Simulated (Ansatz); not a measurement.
# C₂HCl₂Si radical: a ladder of functionals and wavefunction methods

Aim: compute C₂HCl₂Si radical with functionals from several rungs and with coupled cluster. The yardstick is the atomisation energy at the CCSD(T) limit.

Computed with Ansatz 0.2.0, Gaussian basis. Level: functionals in def2-TZVPP, the program's frozen cores in correlated methods.

Levels to be run: LDA (SPW92), PBE-D4, revPBE-D4, BLYP-D4, r2SCAN-D4, B97M-V, PBE0-D4, B3LYP-D4, r2SCANh-D4, r2SCAN0-D4, HSE06-D4, BHLYP-D4, CAM-B3LYP-D4, LC-ωPBE, ωB97X-V, ωB97M-V, B2PLYP, PBE-QIDH; CCSD(T)/def2-SVP; CCSD(T)/def2-TZVPP; MP2/def2-QZVPP; extrapolation to the limit; RPA on PBE.

## 1. The relaxed structure

All runs share one geometry, relaxed beforehand with PBE0-D4 in a triple-zeta def2 set.

6 atoms, charge 0, spin multiplicity 2.

Atoms are counted from 1 here; the program's logs count them from 0.

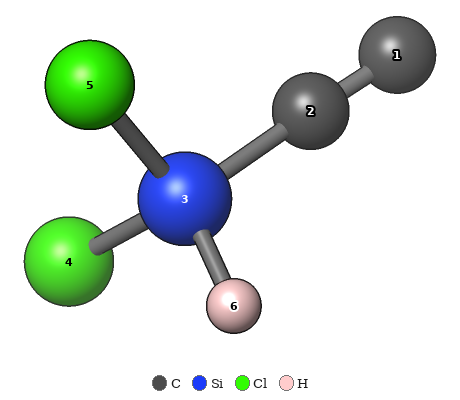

The geometry (carbon dark grey, silicon blue, chlorine green, hydrogen pink); atoms are numbered from 1 in the order of the file.

## 2. LDA

This LDA is Slater exchange with PW92 correlation.

in.yaml reads:

```yaml
crystal:
  periodic: [false, false, false]
  atoms:
    - {symbol: C, position_ang: [1.596490, -1.791572, 0.821011]}
    - {symbol: C, position_ang: [0.833056, -0.930678, 0.442543]}
    - {symbol: Si, position_ang: [-0.309991, 0.379721, -0.068620]}
    - {symbol: Cl, position_ang: [-1.995563, -0.472227, -0.821264]}
    - {symbol: Cl, position_ang: [0.587493, 1.517658, -1.494476]}
    - {symbol: H, position_ang: [-0.669484, 1.233098, 1.074606]}
basis:
  gaussian: {orbitals: def2-TZVPP}
magnetization: {spin_polarized: true, initial_magnetization: 1}
hamiltonian: {xc: lda}
output: {orbitals: {seedname: orbitals}}
```

Launch:

```
$ ansatz run in.yaml --threads 4 --pin off --events-out ev --progress --plain --max-ram 10444MiB
```

Standard output:

```text
Functional definition: SPW92
  name "SPW92"
  cite "Dirac, Proc. Camb. Phil. Soc. 26, 376 (1930) doi:10.1017/S0305004100016108"
  cite "Slater, Phys. Rev. 81, 385 (1951) doi:10.1103/PhysRev.81.385"
  cite "Perdew & Wang, Phys. Rev. B 45, 13244 (1992) doi:10.1103/PhysRevB.45.13244"
  exchange = slater_x
  correlation = pw_c
1295 factors; their error is unknown
mean field evaluation 1: about -34863.3973 eV, gradient 4.9e1 eV
mean field evaluation 2: about -34633.7309 eV, gradient 1.5e2 eV
mean field evaluation 4: about -34877.3734 eV, gradient 2.6e1 eV
mean field evaluation 8: about -34881.0224 eV, gradient 5.1e-1 eV
mean field evaluation 16: about -34880.9890 eV, gradient 1.7e-3 eV
mean field evaluation 32: about -34874.3679 eV, gradient 2.3e1 eV
mean field -34880.98904689 eV, -1281.8527042898 hartree, gradient 1.7e-5 eV, S^2 0.767903; 8 other end points of the search recorded, 0 dependent functions left out
reference -34880.98908301 eV, -1281.8527056171 hartree; 31, 30 occupied and 171, 172 virtual orbitals, 1295 factors
Total energy: -34880.98908301 eV, -1281.8527056171 hartree
```

Wall time 3.1 s (4 threads of Arm Neoverse V2, shared host); peak memory 0.39 GiB.

Atomisation energy: 25.935 eV (free atoms -34855.054 eV, run apart). HOMO -7.73 eV, LUMO -7.09 eV.

## 3. PBE-D4 (GGA)

Edit in.yaml of step 2 so:

```diff
@@ -12,3 +12,3 @@
 magnetization: {spin_polarized: true, initial_magnetization: 1}
-hamiltonian: {xc: lda}
-output: {orbitals: {seedname: orbitals}}
+hamiltonian: {xc: pbe, dispersion: d4}
+output: {forces: true, orbitals: {seedname: orbitals}}
```

Same command.

Standard output (excerpt; [...] marks lines left out):

```text
Functional definition: PBE
  name "PBE"
  cite "Perdew, Burke & Ernzerhof, Phys. Rev. Lett. 77, 3865 (1996) doi:10.1103/PhysRevLett.77.3865"
  parent pbe
[...]
1295 factors; their error is unknown
[...]
mean field -34995.85688542 eV, -1286.0740194954 hartree, gradient 2.0e-5 eV, S^2 0.770466; 8 other end points of the search recorded, 0 dependent functions left out
[...]
reference -34995.85692447 eV, -1286.0740209304 hartree; 31, 30 occupied and 171, 172 virtual orbitals, 1295 factors
Total energy: -34996.06511232 eV, -1286.0816716927 hartree
Atom 0 at     1.596490    -1.791572     0.821011 Å, force     0.810852    -0.912349     0.409147 eV/Å
Atom 1 at     0.833056    -0.930678     0.442543 Å, force    -0.711789     0.799088    -0.361902 eV/Å
Atom 2 at    -0.309991     0.379721    -0.068620 Å, force     0.065595    -0.044109     0.118926 eV/Å
Atom 3 at    -1.995563    -0.472227    -0.821264 Å, force    -0.267957    -0.136852    -0.105080 eV/Å
Atom 4 at     0.587493     1.517658    -1.494476 Å, force     0.148167     0.184416    -0.213851 eV/Å
Atom 5 at    -0.669484     1.233098     1.074606 Å, force    -0.044868     0.109806     0.152760 eV/Å
Dipole moment:     0.004903     0.038517     0.133196 e Å
```

Run time: 5.5 s. Hardware: 4 threads of Arm Neoverse V2, shared host; peak memory 0.4 GiB.

Atomisation energy: 23.140 eV (free atoms -34972.926 eV, run apart). HOMO -7.59 eV, LUMO -6.54 eV.

## 4. revPBE-D4 (GGA)

Edit in.yaml of step 3 so:

```diff
@@ -12,3 +12,3 @@
 magnetization: {spin_polarized: true, initial_magnetization: 1}
-hamiltonian: {xc: pbe, dispersion: d4}
-output: {forces: true, orbitals: {seedname: orbitals}}
+hamiltonian: {xc: {name: revPBE}, dispersion: d4}
+output: {orbitals: {seedname: orbitals}}
```

Same command.

Standard output:

```text
Functional definition: revPBE
  name "revPBE"
  cite "Zhang & Yang, Phys. Rev. Lett. 80, 890 (1998) doi:10.1103/PhysRevLett.80.890"
  cite "Perdew, Burke & Ernzerhof, Phys. Rev. Lett. 77, 3865 (1996) doi:10.1103/PhysRevLett.77.3865"
  parameter kappa = 1.245
  parameter beta = 0.06672455060314922
  exchange = pbe_x(kappa = kappa, mu = beta*pi^2/3)
  correlation = pbe_c(beta = beta)
1295 factors; their error is unknown
mean field evaluation 1: about -34988.9875 eV, gradient 4.7e1 eV
mean field evaluation 2: about -34766.4942 eV, gradient 1.4e2 eV
mean field evaluation 4: about -35002.8666 eV, gradient 2.4e1 eV
mean field evaluation 8: about -35006.0879 eV, gradient 5.8e-1 eV
mean field evaluation 16: about -35006.0568 eV, gradient 7.3e-3 eV
mean field evaluation 32: about -35006.0568 eV, gradient 9.1e-6 eV
mean field -35006.05677206 eV, -1286.4488584156 hartree, gradient 9.1e-6 eV, S^2 0.771866; 8 other end points of the search recorded, 0 dependent functions left out
reference -35006.05682070 eV, -1286.4488602033 hartree; 31, 30 occupied and 171, 172 virtual orbitals, 1295 factors
Total energy: -35006.60089734 eV, -1286.4688546510 hartree
```

Wall time 5.5 s (4 threads of Arm Neoverse V2, shared host); peak memory 0.4 GiB.

With the free atoms at this level, -34984.131 eV in sum, the atomisation energy is 22.470 eV. HOMO -7.53 eV, LUMO -6.35 eV.

## 5. BLYP-D4 (GGA)

Edit in.yaml of step 4 so:

```diff
@@ -12,3 +12,3 @@
 magnetization: {spin_polarized: true, initial_magnetization: 1}
-hamiltonian: {xc: {name: revPBE}, dispersion: d4}
+hamiltonian: {xc: {name: BLYP}, dispersion: d4}
 output: {orbitals: {seedname: orbitals}}
```

Launched as before.

Standard output (excerpt; [...] marks lines left out):

```text
Functional definition: BLYP
  name "BLYP"
  cite "Becke, Phys. Rev. A 38, 3098 (1988) doi:10.1103/PhysRevA.38.3098"
  cite "Lee, Yang & Parr, Phys. Rev. B 37, 785 (1988) doi:10.1103/PhysRevB.37.785"
[...]
1295 factors; their error is unknown
[...]
mean field -35012.01185778 eV, -1286.6677037794 hartree, gradient 1.2e-5 eV, S^2 0.763880; 8 other end points of the search recorded, 0 dependent functions left out
reference -35012.01221898 eV, -1286.6677170531 hartree; 31, 30 occupied and 171, 172 virtual orbitals, 1295 factors
Total energy: -35012.46183816 eV, -1286.6842402534 hartree
```

Run time: 6 s. Hardware: 4 threads of Arm Neoverse V2, shared host; peak memory 0.4 GiB.

With the free atoms at this level, -34990.272 eV in sum, the atomisation energy is 22.190 eV. HOMO -7.41 eV, LUMO -6.67 eV.

## 6. r2SCAN-D4 (meta-GGA)

Edit in.yaml of step 5 so:

```diff
@@ -12,3 +12,3 @@
 magnetization: {spin_polarized: true, initial_magnetization: 1}
-hamiltonian: {xc: {name: BLYP}, dispersion: d4}
-output: {orbitals: {seedname: orbitals}}
+hamiltonian: {xc: r2scan, dispersion: d4}
+output: {forces: true, orbitals: {seedname: orbitals}}
```

The command is unchanged.

Standard output (excerpt; [...] marks lines left out):

```text
Functional definition: r2SCAN
  name "r2SCAN"
  cite "Furness, Kaplan, Ning, Perdew & Sun, J. Phys. Chem. Lett. 11, 8208 (2020) doi:10.1021/acs.jpclett.0c02405"
  cite "Furness, Kaplan, Ning, Perdew & Sun, J. Phys. Chem. Lett. 11, 9248 (2020) doi:10.1021/acs.jpclett.0c03077"
  parent r2scan
[...]
1295 factors; their error is unknown
[...]
mean field -35009.43296299 eV, -1286.5729311439 hartree, gradient 1.5e-5 eV, S^2 0.799104; 4 other end points of the search recorded, 0 dependent functions left out
[...]
reference -35009.43297537 eV, -1286.5729315990 hartree; 31, 30 occupied and 171, 172 virtual orbitals, 1295 factors
Total energy: -35009.48145196 eV, -1286.5747130806 hartree
Atom 0 at     1.596490    -1.791572     0.821011 Å, force     0.279484    -0.315600     0.139148 eV/Å
Atom 1 at     0.833056    -0.930678     0.442543 Å, force    -0.305263     0.348257    -0.140296 eV/Å
Atom 2 at    -0.309991     0.379721    -0.068620 Å, force     0.054371    -0.038861     0.092483 eV/Å
Atom 3 at    -1.995563    -0.472227    -0.821264 Å, force    -0.070173    -0.029726    -0.022987 eV/Å
Atom 4 at     0.587493     1.517658    -1.494476 Å, force     0.034344     0.051422    -0.050532 eV/Å
Atom 5 at    -0.669484     1.233098     1.074606 Å, force     0.007237    -0.015492    -0.017817 eV/Å
Dipole moment:     0.046308    -0.002674     0.169822 e Å
```

Run time: 8.5 s. Hardware: 4 threads of Arm Neoverse V2, shared host; peak memory 0.36 GiB.

Atomisation energy: 22.689 eV (free atoms -34986.792 eV, run apart). HOMO -7.85 eV, LUMO -5.76 eV.

## 7. B97M-V (meta-GGA)

Edit in.yaml of step 6 so:

```diff
@@ -12,3 +12,3 @@
 magnetization: {spin_polarized: true, initial_magnetization: 1}
-hamiltonian: {xc: r2scan, dispersion: d4}
-output: {forces: true, orbitals: {seedname: orbitals}}
+hamiltonian: {xc: {name: B97M-V}}
+output: {orbitals: {seedname: orbitals}}
```

Same command.

Standard output (excerpt; [...] marks lines left out):

```text
Functional definition: B97M-V
  name "B97M-V"
  cite "Mardirossian & Head-Gordon, J. Chem. Phys. 142, 074111 (2015) doi:10.1063/1.4907719"
  cite "Becke, J. Chem. Phys. 107, 8554 (1997) doi:10.1063/1.475007"
  cite "Vydrov & Van Voorhis, J. Chem. Phys. 133, 244103 (2010) doi:10.1063/1.3521275"
  # Of w^i u^j: cxij and so on, Table III.
[...]
  gx(w, u) = cx00 + cx01*u + cx02*u^2 + (cx10 + cx11*u)*w
  gss(w, u) = css00 + css02*u^2 + css10*w + (css32*w^3 + css42*w^4)*u^2
  gos(w, u) = cos00 + cos01*u + cos03*u^3 + cos10*w + cos32*w^3*u^2
[...]
      + integral(e_c_pw_mod_opposite_spin*gos(b97_w_opposite, b97_u_opposite)) + vv10(b, c)
1295 factors; their error is unknown
[...]
mean field -35004.51444490 eV, -1286.3921789382 hartree, gradient 1.9e-5 eV, S^2 0.788052; 6 other end points of the search recorded, 0 dependent functions left out
reference -35004.51450004 eV, -1286.3921809642 hartree; 31, 30 occupied and 171, 172 virtual orbitals, 1295 factors
Total energy: -35004.51450004 eV, -1286.3921809642 hartree
```

It took 15 s on 4 threads of Arm Neoverse V2, shared host; peak memory 0.5 GiB.

With the free atoms at this level, -34981.897 eV in sum, the atomisation energy is 22.618 eV. HOMO -7.85 eV, LUMO -6.34 eV.

## 8. PBE0-D4 (hybrid)

Edit in.yaml of step 7 so:

```diff
@@ -12,3 +12,3 @@
 magnetization: {spin_polarized: true, initial_magnetization: 1}
-hamiltonian: {xc: {name: B97M-V}}
+hamiltonian: {xc: pbe0, dispersion: d4}
 output: {orbitals: {seedname: orbitals}}
```

The command is unchanged.

Standard output:

```text
Functional definition: PBE0
  name "PBE0"
  cite "Adamo & Barone, J. Chem. Phys. 110, 6158 (1999) doi:10.1063/1.478522"
  cite "Perdew, Burke & Ernzerhof, Phys. Rev. Lett. 77, 3865 (1996) doi:10.1103/PhysRevLett.77.3865"
  parent pbe
  parameter a = 0.25
  parameter kappa = 0.804
  parameter beta = 0.06672455060314922
  exchange = (1 - a)*pbe_x(kappa = kappa, mu = beta*pi^2/3) + a*exact_x
  correlation = pbe_c(beta = beta)
1360 factors; their error is unknown
mean field evaluation 1: about -34984.7109 eV, gradient 4.1e1 eV
mean field evaluation 2: about -34829.7622 eV, gradient 1.2e2 eV
mean field evaluation 4: about -34993.2201 eV, gradient 3.0e1 eV
mean field evaluation 8: about -34998.3295 eV, gradient 1.9e0 eV
mean field evaluation 16: about -34998.6118 eV, gradient 1.1e0 eV
mean field evaluation 32: about -34998.7106 eV, gradient 2.0e-4 eV
mean field -34998.71061837 eV, -1286.1788922468 hartree, gradient 1.4e-5 eV, S^2 0.788974; 4 other end points of the search recorded, 0 dependent functions left out
reference -34998.71064826 eV, -1286.1788933454 hartree; 31, 30 occupied and 171, 172 virtual orbitals, 1360 factors
Total energy: -34998.88890652 eV, -1286.1854442158 hartree
```

Wall time 7 s (4 threads of Arm Neoverse V2, shared host); peak memory 0.72 GiB.

Atomisation energy: 22.567 eV (free atoms -34976.322 eV, run apart). HOMO -8.87 eV, LUMO -5.19 eV.

## 9. B3LYP-D4 (hybrid)

B3LYP here takes the VWN-RPA correlation.

Edit in.yaml of step 8 so:

```diff
@@ -12,3 +12,3 @@
 magnetization: {spin_polarized: true, initial_magnetization: 1}
-hamiltonian: {xc: pbe0, dispersion: d4}
-output: {orbitals: {seedname: orbitals}}
+hamiltonian: {xc: {name: B3LYP}, dispersion: d4}
+output: {forces: true, orbitals: {seedname: orbitals}}
```

Launched as before.

Standard output (excerpt; [...] marks lines left out):

```text
Functional definition: B3LYP
  name "B3LYP"
  cite "Stephens, Devlin, Chabalowski & Frisch, J. Phys. Chem. 98, 11623 (1994) doi:10.1021/j100096a001"
  cite "Becke, Phys. Rev. A 38, 3098 (1988) doi:10.1103/PhysRevA.38.3098"
  cite "Lee, Yang & Parr, Phys. Rev. B 37, 785 (1988) doi:10.1103/PhysRevB.37.785"
  cite "Vosko, Wilk & Nusair, Can. J. Phys. 58, 1200 (1980) doi:10.1139/p80-159"
[...]
1336 factors; their error is unknown
[...]
mean field -35014.14812360 eV, -1286.7462101003 hartree, gradient 2.0e-5 eV, S^2 0.773520; 4 other end points of the search recorded, 0 dependent functions left out
[...]
reference -35014.14839432 eV, -1286.7462200489 hartree; 31, 30 occupied and 171, 172 virtual orbitals, 1336 factors
Total energy: -35014.48987788 eV, -1286.7587693386 hartree
Atom 0 at     1.596490    -1.791572     0.821011 Å, force     0.008321    -0.008611     0.007899 eV/Å
Atom 1 at     0.833056    -0.930678     0.442543 Å, force     0.023055    -0.026108     0.011608 eV/Å
Atom 2 at    -0.309991     0.379721    -0.068620 Å, force     0.032365     0.058241     0.294428 eV/Å
Atom 3 at    -1.995563    -0.472227    -0.821264 Å, force    -0.198932    -0.100176    -0.079536 eV/Å
Atom 4 at     0.587493     1.517658    -1.494476 Å, force     0.108132     0.137074    -0.159899 eV/Å
Atom 5 at    -0.669484     1.233098     1.074606 Å, force     0.027058    -0.060420    -0.074499 eV/Å
Dipole moment:     0.037087     0.008521     0.167895 e Å
```

It took 9 s on 4 threads of Arm Neoverse V2, shared host; peak memory 0.75 GiB.

Atomisation energy: 22.084 eV (free atoms -34992.406 eV, run apart). HOMO -8.61 eV, LUMO -5.81 eV.

## 10. r2SCANh-D4 (hybrid)

Edit in.yaml of step 9 so:

```diff
@@ -12,3 +12,3 @@
 magnetization: {spin_polarized: true, initial_magnetization: 1}
-hamiltonian: {xc: {name: B3LYP}, dispersion: d4}
-output: {forces: true, orbitals: {seedname: orbitals}}
+hamiltonian: {xc: {name: r2SCANh}, dispersion: d4}
+output: {orbitals: {seedname: orbitals}}
```

The command is unchanged.

Standard output (excerpt; [...] marks lines left out):

```text
Functional definition: r2SCANh
  name "r2SCANh"
  cite "Bursch, Neugebauer, Ehlert & Grimme, J. Chem. Phys. 156, 134105 (2022) doi:10.1063/5.0086040"
  cite "Furness, Kaplan, Ning, Perdew & Sun, J. Phys. Chem. Lett. 11, 8208 (2020) doi:10.1021/acs.jpclett.0c02405"
  cite "Furness, Kaplan, Ning, Perdew & Sun, J. Phys. Chem. Lett. 11, 9248 (2020) doi:10.1021/acs.jpclett.0c03077"
  parent r2scan
[...]
1295 factors; their error is unknown
[...]
mean field -35009.19179208 eV, -1286.5640682764 hartree, gradient 1.8e-5 eV, S^2 0.807341; 4 other end points of the search recorded, 0 dependent functions left out
reference -35009.19180342 eV, -1286.5640686932 hartree; 31, 30 occupied and 171, 172 virtual orbitals, 1295 factors
Total energy: -35009.24476687 eV, -1286.5660150642 hartree
```

It took 11 s on 4 threads of Arm Neoverse V2, shared host; peak memory 0.77 GiB.

With the free atoms at this level, -34986.782 eV in sum, the atomisation energy is 22.463 eV. HOMO -8.33 eV, LUMO -5.30 eV.

## 11. r2SCAN0-D4 (hybrid)

Edit in.yaml of step 10 so:

```diff
@@ -12,3 +12,3 @@
 magnetization: {spin_polarized: true, initial_magnetization: 1}
-hamiltonian: {xc: {name: r2SCANh}, dispersion: d4}
+hamiltonian: {xc: {name: r2SCAN0}, dispersion: d4}
 output: {orbitals: {seedname: orbitals}}
```

The command is unchanged.

Standard output (excerpt; [...] marks lines left out):

```text
Functional definition: r2SCAN0
  name "r2SCAN0"
  cite "Bursch, Neugebauer, Ehlert & Grimme, J. Chem. Phys. 156, 134105 (2022) doi:10.1063/5.0086040"
  cite "Furness, Kaplan, Ning, Perdew & Sun, J. Phys. Chem. Lett. 11, 8208 (2020) doi:10.1021/acs.jpclett.0c02405"
  cite "Furness, Kaplan, Ning, Perdew & Sun, J. Phys. Chem. Lett. 11, 9248 (2020) doi:10.1021/acs.jpclett.0c03077"
  parent r2scan
[...]
1360 factors; their error is unknown
[...]
mean field -35008.86092343 eV, -1286.5519090779 hartree, gradient 3.6e-5 eV, S^2 0.821578; 4 other end points of the search recorded, 0 dependent functions left out
reference -35008.86093321 eV, -1286.5519094373 hartree; 31, 30 occupied and 171, 172 virtual orbitals, 1360 factors
Total energy: -35008.92014787 eV, -1286.5540855358 hartree
```

It took 12 s on 4 threads of Arm Neoverse V2, shared host; peak memory 0.78 GiB.

Atomisation energy: 22.139 eV (free atoms -34986.781 eV, run apart). HOMO -9.03 eV, LUMO -4.64 eV.

## 12. HSE06-D4 (hybrid)

HSE06 is the plane-wave form, built on full-range PBE exchange.

Edit in.yaml of step 11 so:

```diff
@@ -12,3 +12,3 @@
 magnetization: {spin_polarized: true, initial_magnetization: 1}
-hamiltonian: {xc: {name: r2SCAN0}, dispersion: d4}
+hamiltonian: {xc: hse06, dispersion: d4}
 output: {orbitals: {seedname: orbitals}}
```

Launched as before.

Standard output (excerpt; [...] marks lines left out):

```text
Functional definition: HSE06
  name "HSE06"
  cite "Heyd, Scuseria & Ernzerhof, J. Chem. Phys. 118, 8207 (2003) doi:10.1063/1.1564060"
  cite "Krukau, Vydrov, Izmaylov & Scuseria, J. Chem. Phys. 125, 224106 (2006) doi:10.1063/1.2404663"
  cite "Heyd & Scuseria, J. Chem. Phys. 120, 7274 (2004) doi:10.1063/1.1668634"
  cite "Ernzerhof & Perdew, J. Chem. Phys. 109, 3313 (1998) doi:10.1063/1.476928"
  cite "Perdew, Burke & Ernzerhof, Phys. Rev. Lett. 77, 3865 (1996) doi:10.1103/PhysRevLett.77.3865"
  parent pbe
[...]
  # The whole range is PBE's own exchange, as in plane waves. The composition of these papers is wPBEh.
[...]
1360 factors; their error is unknown
78 factors; integrals over basis functions are off by at most 6.7e-7 eV
[...]
mean field -34998.00466092 eV, -1286.1529487894 hartree, gradient 2.7e-5 eV, S^2 0.788292; 4 other end points of the search recorded, 0 dependent functions left out
reference -34998.00470074 eV, -1286.1529502525 hartree; 31, 30 occupied and 171, 172 virtual orbitals, 1360 factors
Total energy: -34998.17297101 eV, -1286.1591340709 hartree
```

Run time: 7.5 s. Hardware: 4 threads of Arm Neoverse V2, shared host; peak memory 0.76 GiB.

Atomisation energy: 22.589 eV (free atoms -34975.584 eV, run apart). HOMO -8.46 eV, LUMO -5.59 eV.

## 13. BHLYP-D4 (hybrid)

Edit in.yaml of step 12 so:

```diff
@@ -12,3 +12,3 @@
 magnetization: {spin_polarized: true, initial_magnetization: 1}
-hamiltonian: {xc: hse06, dispersion: d4}
+hamiltonian: {xc: {name: BHLYP}, dispersion: d4}
 output: {orbitals: {seedname: orbitals}}
```

Same command.

Standard output:

```text
Functional definition: BHLYP
  name "BHLYP"
  cite "Becke, J. Chem. Phys. 98, 1372 (1993) doi:10.1063/1.464304"
  cite "Becke, Phys. Rev. A 38, 3098 (1988) doi:10.1103/PhysRevA.38.3098"
  cite "Lee, Yang & Parr, Phys. Rev. B 37, 785 (1988) doi:10.1103/PhysRevB.37.785"
  parameter a = 0.5
  exchange = (1 - a)*b88_x + a*exact_x
  correlation = lyp_c
1499 factors; their error is unknown
mean field evaluation 1: about -35001.7235 eV, gradient 3.4e1 eV
mean field evaluation 2: about -34983.7027 eV, gradient 6.4e1 eV
mean field evaluation 4: about -35010.8613 eV, gradient 9.2e0 eV
mean field evaluation 8: about -35011.4576 eV, gradient 3.7e-1 eV
mean field evaluation 16: about -35011.6849 eV, gradient 2.7e-2 eV
mean field evaluation 32: about -35011.6850 eV, gradient 4.7e-5 eV
mean field -35011.68502316 eV, -1286.6556928288 hartree, gradient 2.6e-5 eV, S^2 0.795430; 4 other end points of the search recorded, 0 dependent functions left out
reference -35011.68520926 eV, -1286.6556996676 hartree; 31, 30 occupied and 171, 172 virtual orbitals, 1499 factors
Total energy: -35011.97230862 eV, -1286.6662503747 hartree
```

It took 9.5 s on 4 threads of Arm Neoverse V2, shared host; peak memory 0.82 GiB.

With the free atoms at this level, -34990.666 eV in sum, the atomisation energy is 21.306 eV. HOMO -9.96 eV, LUMO -4.13 eV.

## 14. CAM-B3LYP-D4 (range-separated)

Edit in.yaml of step 13 so:

```diff
@@ -12,3 +12,3 @@
 magnetization: {spin_polarized: true, initial_magnetization: 1}
-hamiltonian: {xc: {name: BHLYP}, dispersion: d4}
+hamiltonian: {xc: {name: CAM-B3LYP}, dispersion: d4}
 output: {orbitals: {seedname: orbitals}}
```

Launched as before.

Standard output (excerpt; [...] marks lines left out):

```text
Functional definition: CAM-B3LYP
  name "CAM-B3LYP"
  cite "Yanai, Tew & Handy, Chem. Phys. Lett. 393, 51 (2004) doi:10.1016/j.cplett.2004.06.011"
  cite "Iikura, Tsuneda, Yanai & Hirao, J. Chem. Phys. 115, 3540 (2001) doi:10.1063/1.1383587"
  cite "Becke, Phys. Rev. A 38, 3098 (1988) doi:10.1103/PhysRevA.38.3098"
  cite "Lee, Yang & Parr, Phys. Rev. B 37, 785 (1988) doi:10.1103/PhysRevB.37.785"
  cite "Vosko, Wilk & Nusair, Can. J. Phys. 58, 1200 (1980) doi:10.1139/p80-159"
[...]
  # Exact exchange under (alpha + beta erf(omega r))/r, Becke's under what is left of 1/r.
[...]
1336 factors; their error is unknown
251 factors; integrals over basis functions are off by at most 1.0e-5 eV
[...]
mean field -35012.53678016 eV, -1286.6869943209 hartree, gradient 2.9e-5 eV, S^2 0.779714; 4 other end points of the search recorded, 0 dependent functions left out
reference -35012.53691202 eV, -1286.6869991668 hartree; 31, 30 occupied and 171, 172 virtual orbitals, 1336 factors
Total energy: -35012.72185726 eV, -1286.6937957789 hartree
```

Wall time 12 s (4 threads of Arm Neoverse V2, shared host); peak memory 1.1 GiB.

With the free atoms at this level, -34990.634 eV in sum, the atomisation energy is 22.088 eV. HOMO -10.23 eV, LUMO -4.29 eV.

(Part 1 of 2 ends here.)
